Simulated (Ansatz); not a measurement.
A series of calculations on C₃H₅Al

Part 1: Relaxation

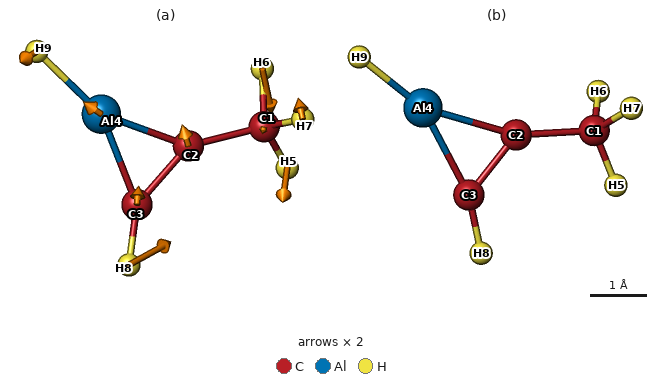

The structure of C3H5Al before (left) and after (right) a relaxation, at one scale. The orange arrows give the displacements, 2 times their true length.

A ball-and-stick model, seen at a tilt.

The run prepares an end point of a later path (torsion) calculation, from a guessed geometry.

Level of theory: RKS PBE0-D4/def2-SVP (Ansatz 0.2.0). (no spin polarisation; force threshold 0.015 eV/Å; at most 40 steps)

Question: What changed between the two?

Answer: The energy falls by 0.872 eV in 9 accepted moves (12 points after the start). The largest force component goes from 4 to 0.011 eV/Å. The line search rejected the trial steps at points 4, 7, 10 of the run. The atom that moves furthest after the best rigid fit is H8 (0.62 Å). Largest moves by element: H 0.62 Å, Al 0.23 Å, C 0.22 Å. Near-neighbour distances that change, for instance: Al4–H9 1.668 → 1.574 Å, C1–H6 1.185 → 1.102 Å, C2–Al4 1.790 → 1.873 Å, C3–Al4 1.787 → 1.858 Å. Among the angles between lasting bonds that change: C2–C3–H8 146.3° → 126.8°, Al4–C3–H8 145.8° → 164.2°, C1–C2–C3 146.0° → 130.5°. Groups turn about C1–C2 by about 25°.

Part 2: Relaxation

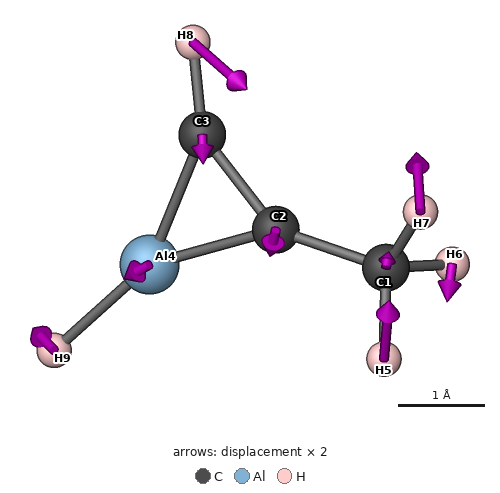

A relaxation of C3H5Al. The starting structure is drawn; purple arrows show the displacements, 2 times their true length. The two geometries are superimposed by the best rigid fit.

A ball-and-stick model, seen at a tilt.

The run prepares an end point of a later path (torsion) calculation, from a guessed geometry.

Theory: RKS PBE0-D4/def2-SVP in Ansatz 0.2.0.

Input file:
```yaml
crystal:
  periodic: [false, false, false]
  atoms:
    - { symbol: C, position_ang: [0.247, 0.9255, -1.0541] }
    - { symbol: C, position_ang: [0.0066, -0.1027, -0.0484] }
    - { symbol: C, position_ang: [0.24419, -0.52226, 1.29441] }
    - { symbol: Al, position_ang: [-0.91319, -1.5659, 0.41938] }
    - { symbol: H, position_ang: [0.1755, 0.5166, -2.0988] }
    - { symbol: H, position_ang: [-0.6148, 1.7352, -0.9736] }
    - { symbol: H, position_ang: [1.2046, 1.4681, -0.9002] }
    - { symbol: H, position_ang: [0.67182, -0.26176, 2.26777] }
    - { symbol: H, position_ang: [-1.87248, -2.90694, 0.16912] }
basis:
  gaussian: { orbitals: def2-SVP }
hamiltonian:
  xc: pbe0
  dispersion: d4
relax:
  f_tol: 0.015
  max_steps: 40
```

Run as
```bash
ansatz run input.yaml --threads 1 --pin off --max-ram 2048MiB --backend cpu --events-out ev --progress --plain --runs-dir out
```

Q: Which element moves most?

A: Hydrogen: up to 0.62 Å, against 0.23 Å for aluminium.

Q: What did the optimiser do to the structure, and how much energy did it gain?

A: The atom that moves furthest after the best rigid fit is H8 (0.62 Å). Largest moves by element: H 0.62 Å, Al 0.23 Å, C 0.22 Å. Among the contacts that change: Al4–H9 1.668 → 1.574 Å, C1–H6 1.185 → 1.102 Å, C2–Al4 1.790 → 1.873 Å, C3–Al4 1.787 → 1.857 Å. Among the angles between lasting bonds that change: C2–C3–H8 146.3° → 126.8°, Al4–C3–H8 145.8° → 164.2°, C1–C2–C3 146.0° → 130.5°. Groups turn about C1–C2 by about 25°. The energy falls by 80.7 kJ/mol in 9 accepted moves (10 points after the start). Largest force component: 3.7 eV/Å at the start, 0.0061 eV/Å at the end. The line search rejected the trial step at point 4 of the run.

Part 3: Path

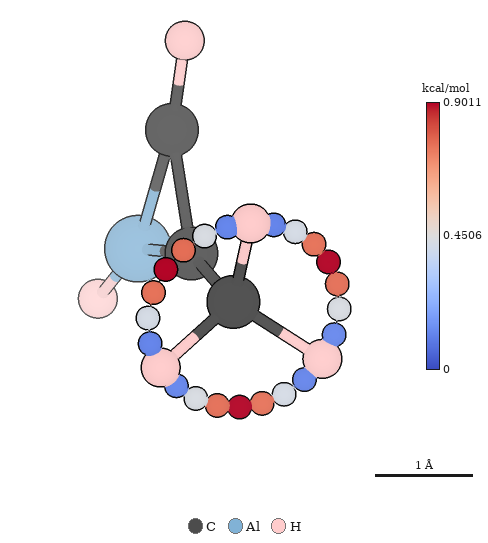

A nudged-elastic-band calculation for C$_{3}$H$_{5}$Al. Images are numbered from 0 (start) to 8 (end). The start is drawn whole; smaller spheres mark the moving atoms (H) in the later images, joined by lines and coloured by the energy of the image relative to the start. Style: ball-and-stick. Shown from a free direction.

All numbers below come from RKS PBE0-D4/def2-SVP (Ansatz 0.2.0). Run with 7 movable images; climbing image; force threshold 0.05 eV/Å; iteration limit 60; starting path through a guess of the saddle point.

**Describe the path and its energy.**

The motion is a rotation about the C–C bond by about 120°. No bond forms or breaks between the ends. Bond angles that change up to the highest image, for instance: C–C–H 110.6° → 112.8°. The two ends have the same energy, and the highest point, image 4, lies 0.90 kcal/mol above the start. The band is converged. At the top, the vibrational analysis gives one imaginary mode (135i cm⁻¹), as a transition state must have.

The run took 3.9 min on 1 thread of Intel(R) Xeon(R) Platinum 8259CL CPU @ 2.50GHz (Skylake/Cascade Lake), on a shared host, peak memory 0.17 GiB.
